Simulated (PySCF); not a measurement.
C2H7NSi2, SMILES C[SiH2][SiH2]C#N at its GFN2-xTB optimised geometry (Å):

```
12

C      1.7836    -1.1221     0.0000
Si    -0.1146    -1.1221     0.0000
Si    -0.9209     1.0530     0.0000
C      0.2931     2.1324     0.9234
N      1.0673     2.7530     1.4979
H      2.1756    -0.5804     0.8573
H      2.1789    -0.6460    -0.8936
H      2.1820    -2.1324     0.0374
H     -0.5900    -1.8476    -1.1881
H     -0.5892    -1.8704     1.1730
H     -1.0228     1.7175    -1.3056
H     -2.1820     1.2793     0.7154
```

Level of theory: PBE/def2-TZVP (PySCF 2.14.0). Cells within 0.4 Å of a nucleus heavier than hydrogen are left out (blank, or x).

Map of the log10 of the electron density (e/bohr³), floored at −4 on the plane z = 0.0 Å:

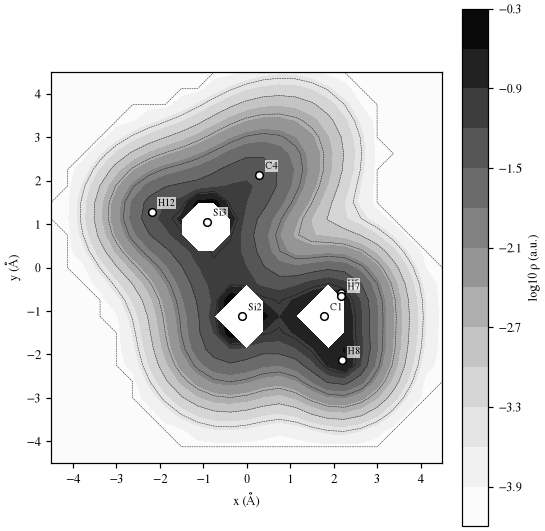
Fig. 1. Log10 of the electron density (e/bohr³), floored at −4 on the plane z = 0.0 Å.
